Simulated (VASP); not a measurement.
Band structure of CsPbCl₃ (space group Pm-3m). Calculation: PBE GGA, VASP's PBE PAW potentials (set 64) (plane waves; VASP).

Unless said otherwise, spin-orbit coupling is left out, though it shifts the bands of the heavy elements here.

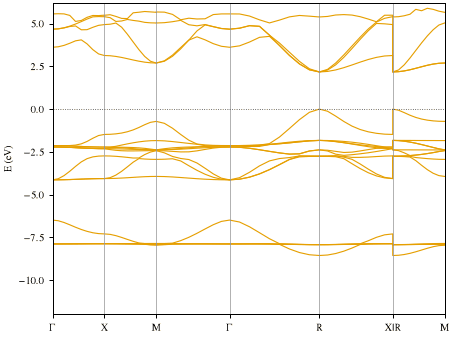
Bands along high-symmetry lines, zero at the valence-band maximum or, without a gap, the Fermi level

Task: Read the plot: is there a gap, and where are the band edges?

Result: The gap is direct, 2.17 eV, from the valence maximum at R to the conduction minimum at R.

The structure is a typed CsPbCl3 crystal (Pm-3m). The cell was not relaxed at this level.
